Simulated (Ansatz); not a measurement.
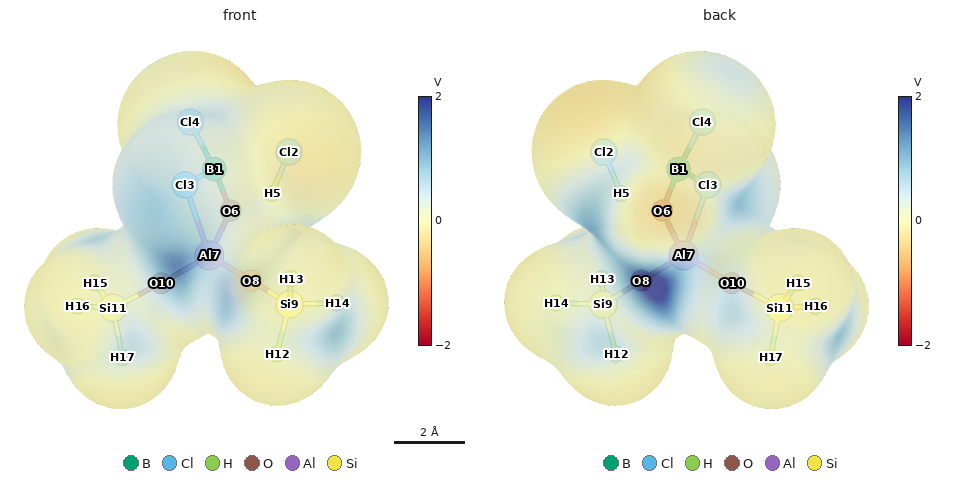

AlBCl2H6O3Si2···HCl. The molecular electrostatic potential painted on the density surface at 0.001 e/bohr³, seen from the front and from behind; red is negative and blue positive.

A transition-state structure; geometry: PBE0-D4/def2-TZVP.

The calculation used Ansatz, RKS PBE0-D4/def2-TZVPP.

```csv
atom,x (Å),y (Å),z (Å)
B,1.5111,-0.5729,1.9752
Cl,3.3189,0.6678,1.4680
Cl,1.3620,-1.8597,0.6139
Cl,1.6908,-1.1787,3.5978
H,1.9003,1.0948,1.4153
O,0.7270,0.5246,1.6059
Al,-0.0828,-0.0150,0.0921
O,0.4919,0.7532,-1.2707
Si,1.0616,1.3722,-2.6594
O,-1.6513,-0.5482,0.2597
Si,-3.1584,-1.1036,0.4919
H,-0.0358,1.4889,-3.6561
H,2.1235,0.4904,-3.2132
H,1.6332,2.7218,-2.4116
H,-3.4531,-1.1932,1.9464
H,-3.2981,-2.4555,-0.1114
H,-4.1407,-0.1869,-0.1440
```

Where is the surface potential most negative and most positive?

Answer. The most negative region (about −0.3 V) lies over Cl2 and O6, the most positive (about +1.8 V) over Al7. Cl4 shows a σ-hole: about +0.4 V at the tip opposite its bond, against about −0.1 V on its flanks.
